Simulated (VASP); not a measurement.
Band structure of Tc (hcp). All values below come from PBE GGA with D3 dispersion (zero damping), VASP's PBE PAW potentials (set 64) (plane waves; VASP).

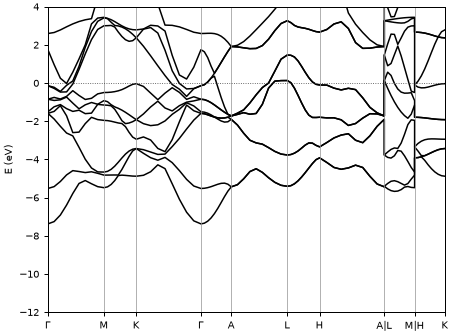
Figure. Bands along high-symmetry lines, zero at the valence-band maximum or, without a gap, the Fermi level

Q: Read the plot: is there a gap, and where are the band edges?

A: It has no gap at this level: it comes out as a metal or semimetal. (Edges off the drawn lines would not show.)

The compound is Tc in the hcp structure. It was relaxed first.
